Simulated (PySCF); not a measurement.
# SiNH3OF (SMILES N[Si](O)F) at NEVPT2(3,5)/cc-pVDZ

Aim: the vertical doublet–quartet gap of SiNH3OF at NEVPT2(3,5)/cc-pVDZ, from 2 runs. Input form: a Python script.

The calculation is run with PySCF 2.14.0.

4 further runs of the same task are left out: 1 that didn't finish, 3 set aside as unsound or not needed.

**1. The system as given**

SiNH3OF: 7 atoms, total charge 0, spin state doublet. As SMILES, `N[Si](O)F`. Geometry: relaxed at PBE0-D4/def2-TZVP. This is one conformer, not always the lowest.

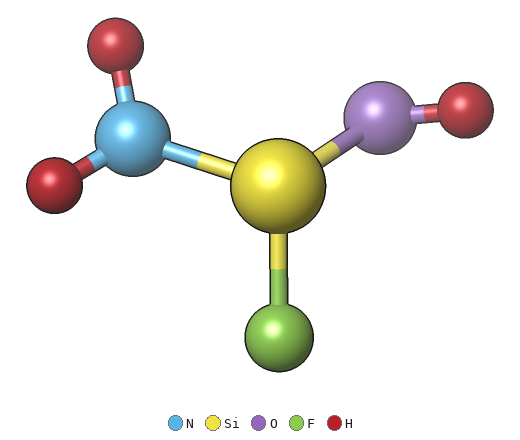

The structure, seen from a chosen angle (nitrogen blue, silicon yellow, oxygen purple, fluorine green, hydrogen red).

**2. A single-point energy at NEVPT2(3,5)/cc-pVDZ**

job.py reads:

```python
# N[Si](O)F
import numpy
from pyscf import gto, scf, mp, mcscf, mrpt

molecule = gto.M(
    atom='''
N   -0.466100   1.085300  -0.071800
Si   0.030000  -0.446900   0.480400
O    1.137400  -0.972600  -0.610500
F   -1.291300  -1.355100   0.497600
H    0.224000   1.777900  -0.314600
H   -1.310200   1.502200   0.286400
H    1.737400  -1.658800  -0.313200
''',
    charge=0,
    spin=1,
    basis='cc-pvdz',
    verbose=4,
    max_memory=1860,
)

mf = scf.ROHF(molecule)
mf.conv_tol = 1e-10
mf.kernel()
if not mf.converged:
    mf = mf.newton().run(mf.mo_coeff, mf.mo_occ)

pt = mp.MP2(scf.addons.convert_to_uhf(mf)).run()
noons, natorbs = mcscf.addons.make_natural_orbitals(pt)
print('natural occupations', numpy.round(noons[:40], 4))
cas = mcscf.CASSCF(mf, 5, 3)
cas.fix_spin_(ss=0.75)
cas.natorb = True
cas.kernel(natorbs)
e_pt2 = mrpt.NEVPT(cas).kernel()
etot = cas.e_tot + e_pt2
print(f'total energy: {etot:.8f} hartree')
```

Run with:

```sh
$ OMP_NUM_THREADS=1 python job.py
```

What it wrote:

```text
PySCF version 2.14.0

[INPUT] num. atoms = 7
[INPUT] num. electrons = 41
[INPUT] charge = 0
[INPUT] spin (= nelec alpha-beta = 2S) = 1
[INPUT] symmetry False subgroup None
[INPUT] Mole.unit = angstrom
[INPUT] Symbol           X                Y                Z      unit          X                Y                Z       unit  Magmom
[INPUT]  1 N     -0.466100000000   1.085300000000  -0.071800000000 AA   -0.880801346660   2.050919762990  -0.135682335744 Bohr   0.0
[INPUT]  2 Si     0.030000000000  -0.446900000000   0.480400000000 AA    0.056691783737  -0.844518605068   0.907824430241 Bohr   0.0
[INPUT]  3 O      1.137400000000  -0.972600000000  -0.610500000000 AA    2.149374494080  -1.837947628752  -1.153677799047 Bohr   0.0
[INPUT]  4 F     -1.291300000000  -1.355100000000   0.497600000000 AA   -2.440203344651  -2.560767871398   0.940327719584 Bohr   0.0
[INPUT]  5 H      0.224000000000   1.777900000000  -0.314600000000 AA    0.423298651903   3.359744076864  -0.594507838788 Bohr   0.0
[INPUT]  6 H     -1.310200000000   1.502200000000   0.286400000000 AA   -2.475919168405   2.838746584322   0.541217562075 Bohr   0.0
[INPUT]  7 H      1.737400000000  -1.658800000000  -0.313200000000 AA    3.283210168819  -3.134677695429  -0.591862222214 Bohr   0.0

nuclear repulsion = 176.140077798314
number of shells = 29
number of NR pGTOs = 140
number of NR cGTOs = 75
basis = cc-pvdz
ecp = {}

******** <class 'pyscf.scf.rohf.ROHF'> ********
method = ROHF
initial guess = minao
damping factor = 0
level_shift factor = 0
DIIS = <class 'pyscf.scf.diis.CDIIS'>
diis_start_cycle = 1
diis_space = 8
diis_damp = 0
SCF conv_tol = 1e-10
SCF conv_tol_grad = None
SCF max_cycles = 50
direct_scf = True
direct_scf_tol = 1e-13
num. doubly occ = 20  num. singly occ = 1
Set gradient conv threshold to 1e-05
[... 25 lines left out ...]
converged SCF energy = -519.525845868379
[... 34 lines left out ...]
sorting_mo_energy = False
[... 72 lines left out ...]
1-step CASSCF converged in  29 macro (521 JK 104 micro) steps
[... 3 lines left out ...]
Natural orbital (expansion on meta-Lowdin AOs) in CAS space
[... 3 lines left out ...]
0 N 3s           0.00146  -0.00221   0.00563   0.02435  -0.00583
[... 71 lines of this table left out ...]
6 H 2pz         -0.01447  -0.00456  -0.07170  -0.00628  -0.23996
<CAS-nat-orb|mo-hf>  20     10      -0.40549404
<CAS-nat-orb|mo-hf>  20     18      -0.74549119
<CAS-nat-orb|mo-hf>  21     21       0.99990704
<CAS-nat-orb|mo-hf>  22     44      -0.53909865
<CAS-nat-orb|mo-hf>  23     66       0.55614817
<CAS-nat-orb|mo-hf>  24     69       0.54147960
CASSCF energy = -519.546340755810
CASCI E = -519.546340755810  E(CI) = -3.17035559204623  S^2 = 0.7500000

******** <class 'pyscf.mrpt.nevpt2.NEVPT'> ********
NEVPT2 (2e+1e, 5o), ncore = 19, nvir = 51
root = 0
Natural occ [1.98396612e+00 1.00070805e+00 1.30666227e-02 1.34051340e-03
 9.18698220e-04]
Natural orbital (expansion on meta-Lowdin AOs) in CAS space
               #1        #2        #3        #4        #5
0 N 1s           0.00005   0.00007   0.00008   0.00003  -0.00005
0 N 2s           0.03213  -0.05236   0.02243   0.06582  -0.01662
0 N 3s           0.00146  -0.00221   0.00563   0.02435  -0.00583
[... 71 lines of this table left out ...]
6 H 2pz         -0.01447  -0.00456  -0.07170  -0.00628  -0.23996
<CAS-nat-orb|mo-hf>  20     10      -0.40549404
<CAS-nat-orb|mo-hf>  20     18      -0.74549119
<CAS-nat-orb|mo-hf>  21     21       0.99990704
<CAS-nat-orb|mo-hf>  22     44      -0.53909865
<CAS-nat-orb|mo-hf>  23     66       0.55614817
<CAS-nat-orb|mo-hf>  24     69       0.54147960
Sr    (-1)',   E = -0.00114641751219
Si    (+1)',   E = -0.00793655218812
Sijrs (0)  ,   E = -0.47094706227741
Sijr  (+1) ,   E = -0.03232581987568
Srsi  (-1) ,   E = -0.03040531594309
Srs   (-2) ,   E = -0.00279535895375
Sij   (+2) ,   E = -0.00572004935610
Sir   (0)' ,   E = -0.05646037828628
Nevpt2 Energy = -0.607736954392625
total energy: -520.15407771 hartree
```

It took 35 s on 1 thread of Arm Neoverse V1, shared host; peak memory 0.24 GiB.

**3. The quartet at the same level**

calc.py reads:

```python
import numpy
from pyscf import gto, scf, mp, mcscf, mrpt

mol = gto.M(
    atom='''
N     -0.880801     2.050920    -0.135682
Si     0.056692    -0.844519     0.907824
O      2.149374    -1.837948    -1.153678
F     -2.440203    -2.560768     0.940328
H      0.423299     3.359744    -0.594508
H     -2.475919     2.838747     0.541218
H      3.283210    -3.134678    -0.591862
''',
    verbose=4,
    unit='bohr',
    charge=0,
    spin=3,
    max_memory=1860,
    basis='cc-pvdz',
)

calc0 = scf.ROHF(mol)
calc0.conv_tol = 1e-10
calc0.kernel()
if not calc0.converged:
    calc0 = calc0.newton().run(calc0.mo_coeff, calc0.mo_occ)

pt = mp.MP2(scf.addons.convert_to_uhf(calc0)).run()
noons, natorbs = mcscf.addons.make_natural_orbitals(pt)
print('natural occupations', numpy.round(noons[:40], 4))
cas = mcscf.CASSCF(calc0, 5, 3)
cas.fix_spin_(ss=3.75)
cas.natorb = True
cas.kernel(natorbs)
e_pt2 = mrpt.NEVPT(cas).kernel()
etot = cas.e_tot + e_pt2
print(f'total energy: {etot:.8f} hartree')
```

Run with:

```sh
$ OMP_NUM_THREADS=1 python calc.py
```

What it wrote:

```text
PySCF version 2.14.0

[INPUT] num. atoms = 7
[INPUT] num. electrons = 41
[INPUT] charge = 0
[INPUT] spin (= nelec alpha-beta = 2S) = 3
[INPUT] symmetry False subgroup None
[INPUT] Mole.unit = bohr
[INPUT] Symbol           X                Y                Z      unit          X                Y                Z       unit  Magmom
[INPUT]  1 N     -0.466099816556   1.085300125420  -0.071799822332 AA   -0.880801000000   2.050920000000  -0.135682000000 Bohr   0.0
[INPUT]  2 Si     0.030000114441  -0.446900208989   0.480399772326 AA    0.056692000000  -0.844519000000   0.907824000000 Bohr   0.0
[INPUT]  3 O      1.137399738544  -0.972600196456  -0.610500106340 AA    2.149374000000  -1.837948000000  -1.153678000000 Bohr   0.0
[INPUT]  4 F     -1.291299817619  -1.355100068053   0.497600148390 AA   -2.440203000000  -2.560768000000   0.940328000000 Bohr   0.0
[INPUT]  5 H      0.224000184205   1.777899959325  -0.314600085310 AA    0.423299000000   3.359744000000  -0.594508000000 Bohr   0.0
[INPUT]  6 H     -1.310199910884   1.502200219968   0.286400231740 AA   -2.475919000000   2.838747000000   0.541218000000 Bohr   0.0
[INPUT]  7 H      1.737399910665  -1.658800161172  -0.313199882410 AA    3.283210000000  -3.134678000000  -0.591862000000 Bohr   0.0

nuclear repulsion = 176.140085314234
number of shells = 29
number of NR pGTOs = 140
number of NR cGTOs = 75
basis = cc-pvdz
ecp = {}

******** <class 'pyscf.scf.rohf.ROHF'> ********
method = ROHF
initial guess = minao
damping factor = 0
level_shift factor = 0
DIIS = <class 'pyscf.scf.diis.CDIIS'>
diis_start_cycle = 1
diis_space = 8
diis_damp = 0
SCF conv_tol = 1e-10
SCF conv_tol_grad = None
SCF max_cycles = 50
direct_scf = True
direct_scf_tol = 1e-13
num. doubly occ = 19  num. singly occ = 3
Set gradient conv threshold to 1e-05
[... 41 lines left out ...]
converged SCF energy = -519.269050327471
[... 34 lines left out ...]
sorting_mo_energy = False
[... 24 lines left out ...]
1-step CASSCF converged in   5 macro ( 76 JK  15 micro) steps
[... 3 lines left out ...]
Natural orbital (expansion on meta-Lowdin AOs) in CAS space
[... 6 lines left out ...]
<CAS-nat-orb|mo-hf>  20     20       0.52141626
<CAS-nat-orb|mo-hf>  20     21       0.85268738
<CAS-nat-orb|mo-hf>  21     20      -0.62673718
<CAS-nat-orb|mo-hf>  21     22       0.69266153
<CAS-nat-orb|mo-hf>  22     20       0.57907023
<CAS-nat-orb|mo-hf>  22     22       0.72051514
<CAS-nat-orb|mo-hf>  23     40      -0.64429824
<CAS-nat-orb|mo-hf>  24     46       0.50029112
CASSCF energy = -519.270829477971
CASCI E = -519.270829477971  E(CI) = -1.90848167611466  S^2 = 3.7500000

******** <class 'pyscf.mrpt.nevpt2.NEVPT'> ********
NEVPT2 (3e+0e, 5o), ncore = 19, nvir = 51
root = 0
Natural occ [1.00000000e+00 9.99019475e-01 9.99019475e-01 9.80525186e-04
 9.80525186e-04]
Natural orbital (expansion on meta-Lowdin AOs) in CAS space
               #1        #2        #3        #4        #5
0 N 1s          -0.00013  -0.00061  -0.00004   0.00031   0.00153
0 N 2s          -0.10853  -0.04653   0.45353   0.02843  -0.07274
0 N 3s          -0.00963   0.01191   0.12755   0.10931   0.60819
[... 71 lines of this table left out ...]
6 H 2pz         -0.00602   0.00083   0.00160   0.00019   0.00896
<CAS-nat-orb|mo-hf>  20     20       0.52141626
<CAS-nat-orb|mo-hf>  20     21       0.85268738
<CAS-nat-orb|mo-hf>  21     20       0.84499405
<CAS-nat-orb|mo-hf>  21     21      -0.52125139
<CAS-nat-orb|mo-hf>  22     22       0.99229230
<CAS-nat-orb|mo-hf>  23     40      -0.64780007
<CAS-nat-orb|mo-hf>  24     46       0.50191481
Sr    (-1)',   E = -0.00041534971904
Si    (+1)',   E = -0.00788562208326
Sijrs (0)  ,   E = -0.46790017130401
Sijr  (+1) ,   E = -0.04511200894309
Srsi  (-1) ,   E = -0.04613279580062
Srs   (-2) ,   E = -0.00163699278852
Sij   (+2) ,   E = -0.00532504991280
Sir   (0)' ,   E = -0.03063310114550
Nevpt2 Energy = -0.605041091696839
total energy: -519.87587057 hartree
```

Wall time 9.9 s (1 thread of Arm Neoverse V1, shared host); peak memory 0.23 GiB.

**4. What came out**

At NEVPT2(3,5)/cc-pVDZ:

```
                                        quantity          value
                           doublet: total energy  -520.15408 Eh
   doublet: dipole moment (Hartree–Fock density)         2.54 D
                           quartet: total energy  -519.87587 Eh
   quartet: dipole moment (Hartree–Fock density)         3.31 D
vertical energy of the quartet above the doublet       7.570 eV
```

What this shows: At this shape the quartet lies 7.57 eV (730 kJ/mol) above the doublet. Mulliken charges (quartet) of the mean-field density run from -0.46 on O3 to +0.89 on Si2.
